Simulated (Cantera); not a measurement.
A closed system holds: 1 mol SiC, 1.1 mol CO₂, 89 mol H₂, held at 4.00 bar.

Equilibrium computed with Cantera from the NASA thermochemical tables; the gas is ideal and each condensed phase is pure. Candidate condensed phases: C, C₆H₆, C₇H₈, C₈H₁₈, H₂O, Si, SiC, SiO₂; 123 gas species. Mutual solubility and eutectic melting of coexisting phases are not modelled. The tables hold silica as quartz up to 1696 K and as liquid above; real silica turns to tridymite and cristobalite and melts near 1996 K. Gases not in the tables: Si₂H₆ and higher silanes. Equilibrium is a limit: real reactors are often held back by kinetics, nucleation or transport.

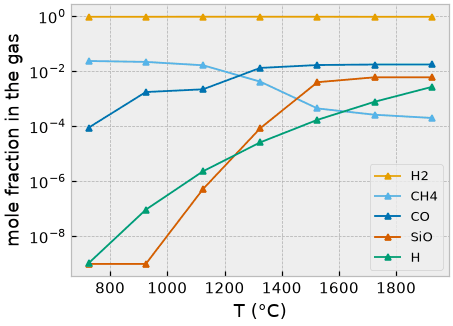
*Equilibrium gas composition (values under 1e-9 drawn at 1e-9)*

From 725 °C to 925 °C the condensed part is SiO₂(β-quartz). At 1125 °C the condensed part is C(graphite) + SiO₂(β-quartz). At 1325 °C the condensed part is SiC(s) + SiO₂(β-quartz). At 1525 °C the condensed part is SiC(s) + SiO₂(condensed). From 1725 °C to 1925 °C the condensed part is SiC(s).
